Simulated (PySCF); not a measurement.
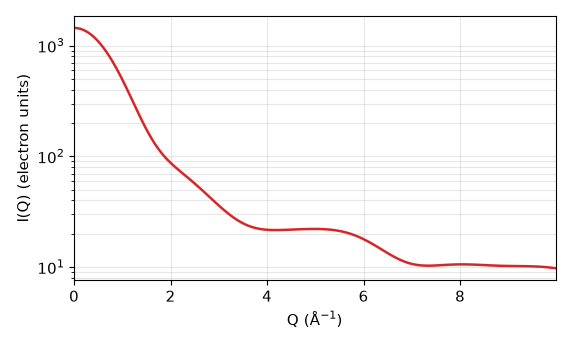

Elastic X-ray scattering of a randomly oriented, rigid molecule, calculated with the Debye equation from neutral-atom form factors (independent atoms, no Compton part, no vibration). The geometry is the end point of an optimisation (PBE0-D3(BJ)/def2-SVP geometry optimisation, gas phase in PySCF 2.14.0, density-fitted response routines); it may be a saddle point or a higher isomer. It contains C, H.

How many electrons does the independent-atom model of the molecule hold?

I(0) is the square of the electron number: I(0) = 1440, so about 38 electrons, the count of C5H8.

What radius of gyration does the initial fall-off give?

From I(Q) ≈ I(0) exp(−Q²R²/3) at small Q, R ≈ 1.84 Å. It is larger than the electron-weighted radius of the nuclear positions alone (1.65 Å), because each atom's electron cloud adds to it.
